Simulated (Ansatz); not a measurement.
# Computed frozen-phonon scan: ZnSe (zinc blende)

Starting cell, ZnSe (zinc blende):

```xyz
4
Lattice="0.0000 5.7330 5.7330 2.8665 2.8665 5.7330 2.8665 2.8665 0.0000" Properties=species:S:1:pos:R:3 pbc="T T T"
Se     4.2998     4.2998     4.2998
Se     4.2998     7.1663     7.1663
Zn     0.0000     0.0000     0.0000
Zn     2.8665     5.7330     2.8665
```

The atoms are displaced by Q × the pattern below (from a DFPT mode at X = (0.5, 0.5, 0.0), largest move 1; Q in Å), at fixed cell. It is one choice among 2 degenerate patterns. (q is in reciprocal vectors of the primitive cell; the cell shown is doubled to hold the pattern.)

```csv
atom,x,y,z
Se1,0.690,0.000,0.000
Se2,-0.690,0.000,0.000
Zn3,0.000,1.000,0.000
Zn4,0.000,-1.000,0.000
```

Computed with PBE (plane waves to 420 eV, PAW, scalar-relativistic; Ansatz, a quantum-chemistry and plane-wave program). k mesh 10×10×10 (Γ-centred), Fermi-Dirac smearing 0.05 eV. Energies are smeared free energies. ZnSe was relaxed with its symmetry unable to fall. ΔE is measured from the undisplaced structure.

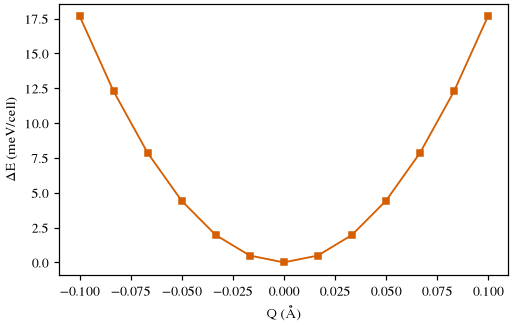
ΔE (meV/cell) against Q (Å); one marker a computed point.

Space group of the distorted cell: C222_1 (No. 20), lowered from F-43m. Shape of the curve: a single well with its minimum at or next to zero displacement. Symmetry of the curve: even: the same for both signs. Wavenumber by perturbation theory (DFPT, on another k mesh): 68 cm⁻¹. Harmonic wavenumber from the curvature (finite differences): 68 cm⁻¹.

E″ = 3.53 eV/Å², M = Σ mᵢ|uᵢ|² = 206.1 u, ν̃ = 521.5·√(|E″|/M).

(A displaced cell: forces are minus the slopes of the energy, force constants its curvatures, and phonons follow from these.)
